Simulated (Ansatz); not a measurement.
**Ge2Sb2Te5 (Ge2Sb2Te5-Kooi type, space group P-3m1), energy against volume**

Ge₂Sb₂Te₅ (Ge2Sb2Te5-Kooi type, space group P-3m1)

Space group P-3m1 (No. 164); a = 4.2671 Å, b = 4.2671 Å, c = 17.6209 Å, α = 90.00°, β = 90.00°, γ = 120.00°

| atom | site | symmetry | x | y | z |
|---|---|---|---|---|---|
| Te | 1a | -3m. | 0.0000 | 0.0000 | 0.0000 |
| Ge | 2d | 3m. | 0.6667 | 0.3333 | 0.0977 |
| Te | 2d | 3m. | 0.3333 | 0.6667 | 0.1931 |
| Sb | 2c | 3m. | 0.0000 | 0.0000 | 0.3082 |
| Te | 2d | 3m. | 0.6667 | 0.3333 | 0.4047 |

The volume is varied about the relaxed value V₀ at fixed cell shape. The atoms relax within the cell's symmetry.

Computed with r2SCAN (plane waves to 500 eV, PAW, scalar-relativistic; Ansatz, a program for electronic structure). k mesh 9×9×2 (Γ-centred), Fermi-Dirac smearing 0.05 eV. The energy includes the smearing's −TS. With the shape held, the modulus is that of even scaling; a crystal free to change shape is softer. Ge2Sb2Te5 was relaxed with its symmetry unable to fall. Spin-orbit coupling is left out, though Sb and Te are heavy. The PAW data are Ansatz's earlier set. ΔE is measured from the relaxed starting cell.

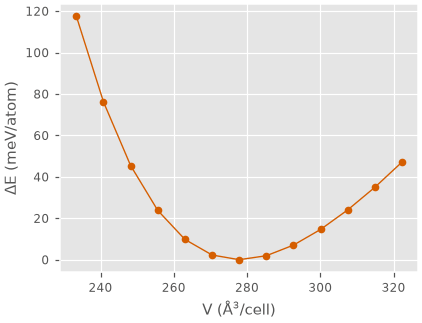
*ΔE (meV/atom) against V (Å³/cell); markers are the computed points, lines only join them.*

The pressure derivative B₀′ (fit) is 7.2. The pressure at the smallest volume is 9.2 GPa and the equilibrium volume of the fit is 30.92 Å³/atom. The pressure for 5 % compression (fit) is 1.8 GPa. The energy cost of the largest compression comes out as 118 meV/atom.

P = (3B₀/2)(x⁷ − x⁵)[1 + ¾(B₀′ − 4)(x² − 1)] with x = (1/0.95)^(1/3), B₀ = 29.3 GPa and B₀′ = 7.17.

(A scan under strain: stresses follow from slopes of the energy per volume, elastic moduli from its curvatures.)
